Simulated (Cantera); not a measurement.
A closed system holds: 1 mol PbO, a varied amount of C, 7.2 mol H2, 14 mol CO, equilibrated at 1927 °C and 0.00620 bar.

Method: chemical equilibrium by Gibbs-energy minimisation in Cantera with the NASA 1993 tables (ideal gas, pure condensed phases). Candidate condensed phases: C, C6H6, C7H8, C8H18, H2O, Pb, PbO, PbO2, Pb3O4; 113 gas species. Equilibrium is a limit: real reactors are often held back by kinetics, nucleation or transport.

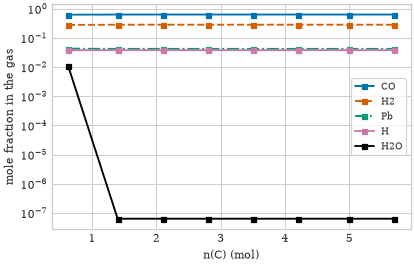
Equilibrium gas composition (values under 1e-9 drawn at 1e-9)

Q: Read off the mole fractions at 3.5 mol C.

A: CO about 0.63, H2 about 0.28, Pb about 0.042, H about 0.038, H2O about 6.4e-8.
